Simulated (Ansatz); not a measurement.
## What Te on a Ti site (antisite), symmetric start does to TiTe2

Base system: a 9-atom supercell of TiTe2 in the CdI2 type structure (space group P-3m1, No. 164; a = 3.618 Å, c = 6.225 Å; layered, stacked along the Cartesian z axis) at its relaxed geometry.

The change: a neutral Te on a Ti site (antisite), symmetric start, atoms relaxed at fixed cell.

Level of theory: PBEsol-D3(BJ) (Ansatz, an electronic-structure program; PAW; 420 eV plane waves; scalar-relativistic without spin-orbit coupling). k-mesh 7×7×7 (Γ-centred); smearing 0.05 eV (Fermi–Dirac).

```
quantity                     base  changed  shift
---------------------------  ----  -------  -----
energy gained by relaxation     –  0.72 eV      –
```

Final structure:

```
CELL_PARAMETERS angstrom
      5.42663    -3.13307     0.00000
      0.00000     6.26613     0.00000
     -1.80888    -3.13307     6.22483
ATOMIC_POSITIONS crystal
  Te 0.00000 0.00000 0.00000
  Ti 0.66583 0.33166 0.99749
  Ti 0.33417 0.66834 0.00251
  Te 0.09616 0.55170 0.29026
  Te 0.73855 0.83471 0.29026
  Te 0.45555 0.19410 0.29026
  Te 0.54445 0.80590 0.70974
  Te 0.26145 0.16529 0.70974
  Te 0.90384 0.44830 0.70974
```

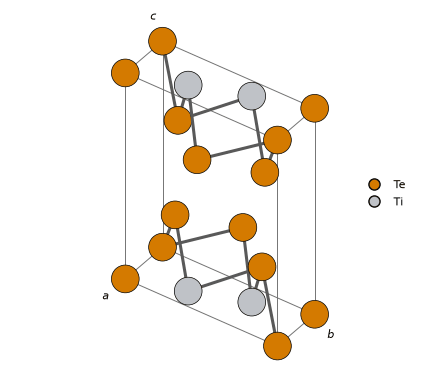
The relaxed cell after the change

In so small a cell the defect repeats every few ångströms: this is an ordered compound, not a dilute defect. The defect started on the symmetric site and kept its symmetry, so it may sit on a saddle. The final runs are not spin-polarised. The defect cell is not spin-polarised.
